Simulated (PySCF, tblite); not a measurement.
**C5H6Cl3NSi: geometry, infrared bands and NMR shifts**

Wanted: the infrared bands and NMR shifts of C5H6Cl3NSi (`C=N[Si@](Cl)(C#CC)C(Cl)Cl`), by calculation.

Programs: tblite 0.8.0 and PySCF 2.14.0, with density-fitted response routines of our own. Each step states its level of theory. These are calculated values for one molecule in the gas phase, unless marked as measured. Atoms are numbered from 0 throughout.

**1. The starting structure**

16 atoms, charge 0, multiplicity 1; geometry from: force field or distance geometry start.

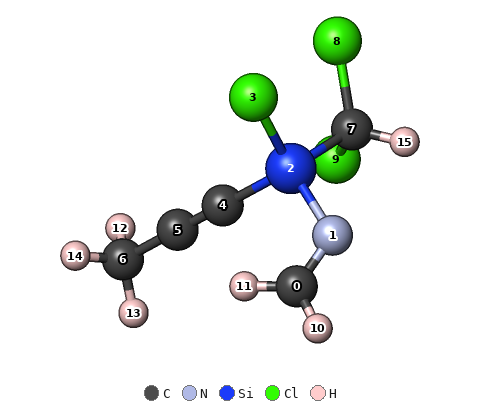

As it starts; carbon dark grey, nitrogen light blue, silicon blue, chlorine green, hydrogen pink, atoms numbered.

**2. Optimising the geometry with GFN2-xTB**

The job: settings as JSON, then the geometry in Å.

```
{"job": {"kind": "relax", "xc": "GFN2-xTB", "basis": "xTB"}, "charge": 0, "multiplicity": 1}
C     -0.623400     2.650200     0.259500
N     -1.574200     1.807800     0.448000
Si    -1.129400     0.145800     1.008500
Cl    -1.116900     0.105300     3.084000
C      0.516600    -0.279000     0.337300
C      1.605400    -0.561200    -0.105700
C      2.926600    -0.908500    -0.652400
C     -2.346000    -1.084700     0.319900
Cl    -2.678600    -2.267500     1.600600
Cl    -1.616500    -1.948000    -1.047400
H     -0.802900     3.667600    -0.070600
H      0.376400     2.313500     0.440300
H      2.895200    -2.006500    -0.831000
H      3.135000    -0.387400    -1.615100
H      3.690600    -0.655100     0.104000
H     -3.265500    -0.583300    -0.024000
```

Launch:

```sh
$ OMP_NUM_THREADS=1 python probes_run.py task.json out
```

The driver reads the jobs from task.json and runs them one after another.

**Question.** This job is followed by: GFN2-xTB harmonic vibrations, gas phase; GIAO PBE0/pcSseg-1 NMR shielding, non-relativistic, gas phase. What will the session give for the following? strongest single infrared mode (GFN2-xTB); zero-point energy (GFN2-xTB); 13C shifts against TMS (PBE0/pcSseg-1); 1H shifts against TMS (PBE0/pcSseg-1, means over atoms taken as alike); 15N shifts against NH3 (PBE0/pcSseg-1); 29Si shifts against TMS (PBE0/pcSseg-1); 35Cl shifts against HCl (PBE0/pcSseg-1).

**Answer**, as computed:

```
                                                              quantity                              value
                             strongest single infrared mode (GFN2-xTB)              2317 cm⁻¹, 320 km/mol
                                          zero-point energy (GFN2-xTB)                      60.4 kcal/mol
                                13C shifts against TMS (PBE0/pcSseg-1)  177.3, 115.4, 78.4, 74.3, 5.6 ppm
1H shifts against TMS (PBE0/pcSseg-1, means over atoms taken as alike)         8.74, 8.65, 5.58, 2.14 ppm
                                15N shifts against NH3 (PBE0/pcSseg-1)                          413.6 ppm
                               29Si shifts against TMS (PBE0/pcSseg-1)                          -38.7 ppm
                               35Cl shifts against HCl (PBE0/pcSseg-1)                   200, 194, 37 ppm
```

Relaxing lowered the energy by 0.553 eV in 112 steps; the close pair that moved most is N1–Si2, from 1.809 to 1.719 Å. The lowest mode is imaginary (33i cm⁻¹), so the xTB geometry is not a minimum. The strongest single mode, at 2317 cm⁻¹, moves mainly C5 and C4. Unscaled tight-binding wavenumbers are off by several per cent, some by more. Its intensities can rank the bands wrongly. C7 stands next to heavy halogen, whose spin-orbit shielding this run leaves out, so the computed shift lies too far downfield, most of all for carbon beside Br or I. At PBE0/pcSseg-1: Shielding is most anisotropic at N1 (span 759 ppm, paramagnetic term -477 ppm).
